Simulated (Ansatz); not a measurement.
# CH7SSbSi: vertical spin-state energies in Python

Which spin state of CH7SSbSi lies lowest at this geometry? A script is to give vertical spin-state energies; the system is CH7SSbSi. SMILES: C[SiH2][SbH][SH].

All numbers are computed with Ansatz 0.2.0, driven from Python. Level of theory: CAM-B3LYP/def2-TZVP.

### 1 Starting point

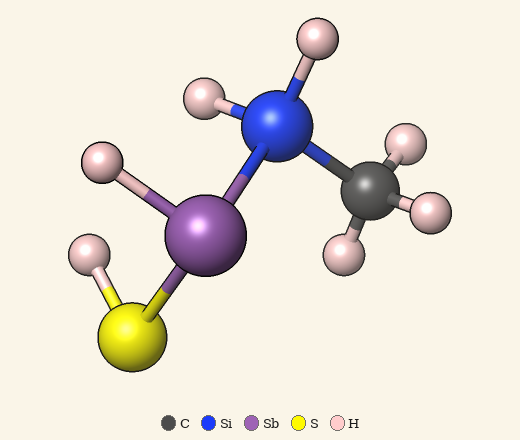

The starting structure, viewed from a chosen angle; carbon dark grey, silicon blue, antimony purple, sulfur yellow, hydrogen pink.

ch7ssbsi.xyz, read by the script:

```xyz
11

C    -1.00570    1.30100   -0.37470
Si   -0.22290    0.20630    0.83420
Sb    2.07180   -0.31830    0.00490
S     1.29990   -1.66190   -1.83320
H    -2.07640    1.57440   -0.04930
H    -0.46850    2.29930   -0.47930
H    -1.08340    0.84880   -1.37160
H    -0.95430   -1.01870    0.94350
H    -0.13930    0.88320    2.19020
H     2.22120   -1.72100    1.10020
H     0.42300   -2.45010   -0.94430
```

### 2 Script

spin.py reads:

```python
# -*- coding: utf-8 -*-
from dataclasses import dataclass

import ansatz


@dataclass(frozen=True)
class Options:
    basis_set: str = 'def2-TZVP'
    functional: str = 'cam_b3lyp'


opts = Options()


def main():
    ch7ssbsi = ansatz.Crystal.molecule_from_extxyz('ch7ssbsi.xyz')

    calculation = (
        ch7ssbsi.calculation()
        .basis(gaussian=opts.basis_set)
        .functional(opts.functional)
    )
    found = {}
    for unpaired in [0, 2]:
        report = calculation.spin('collinear', total=unpaired).run().report
        s = unpaired / 2
        found[unpaired] = report['free_energy_ev']
        print(f'2S+1 = {unpaired + 1}: E = {found[unpaired]:.5f} eV, <S^2> = {abs(report["mean_field"]["state"]["spin_squared"]):.3f} (pure state {s * (s + 1):.2f})')
    lowest = min(found, key=found.get)
    for unpaired, e in found.items():
        print(f'multiplicity {unpaired + 1}: {(e - found[lowest]):.3f} eV above the lowest')


if __name__ == '__main__':
    main()
```

### 3 The calls as engine input

The package turns the script's settings into the engine's input (first run):

```yaml
crystal:
  periodic: [false, false, false]
  atoms:
    - { symbol: C, position_ang: [-1.0057, 1.301, -0.3747] }
    - { symbol: Si, position_ang: [-0.2229, 0.2063, 0.8342] }
    - { symbol: Sb, position_ang: [2.0718, -0.3183, 0.0049] }
    - { symbol: S, position_ang: [1.2999, -1.6619, -1.8332] }
    - { symbol: H, position_ang: [-2.0764, 1.5744, -0.0493] }
    - { symbol: H, position_ang: [-0.4685, 2.2993, -0.4793] }
    - { symbol: H, position_ang: [-1.0834, 0.8488, -1.3716] }
    - { symbol: H, position_ang: [-0.9543, -1.0187, 0.9435] }
    - { symbol: H, position_ang: [-0.1393, 0.8832, 2.1902] }
    - { symbol: H, position_ang: [2.2212, -1.721, 1.1002] }
    - { symbol: H, position_ang: [0.423, -2.4501, -0.9443] }
basis:
  gaussian:
    orbitals: def2-TZVP
hamiltonian:
  xc: cam_b3lyp
magnetization:
  spin_polarized: true
  initial_magnetization: 0.0
```

### 4 Launch

The run is started by

```
> python spin.py
```

Standard output:

```text
2S+1 = 1: E = -26402.67991 eV, <S^2> = 0.000 (pure state 0.00)
2S+1 = 3: E = -26398.68242 eV, <S^2> = 2.011 (pure state 2.00)
multiplicity 1: 0.000 eV above the lowest
multiplicity 3: 3.997 eV above the lowest
```

Run time: 78 s. Hardware: 1 thread of Arm Neoverse V2, shared host; peak memory 1.2 GiB.

### 5 Inputs of later runs

The engine's inputs for the other runs:

Run 2, against run 1:

```diff
@@ -22 +22 @@
-  initial_magnetization: 0.0
+  initial_magnetization: 2.0
```

### 6 What each run gave

From the records of these 2 runs:

```csv
run,2S+1,energy from run 1 (eV),<S²>,SCF cycles,CPU time (s)
1,1,0.0000,0.00,18,17
2,3,3.9975,2.01,53,61
```

### 7 Results

| quantity | value |
| --- | --- |
| runs compared | 2 |
| lowest | run 1 (2S+1 = 1) |
| next above it by | 3.997 eV |

In words: In order: multiplicity 1 (+0.00 eV) and multiplicity 3 (+4.00 eV), all at the one geometry. What to keep in mind:
- The geometry is a force-field or estimated start, not a minimum of this method, and the basis set is short of its limit. All parts are taken at fixed geometry, without zero-point energy.
- def2 sets replace the cores of elements past krypton by effective core potentials.
- Spin-orbit coupling, which mixes and shifts the spin states of heavy atoms, is left out.
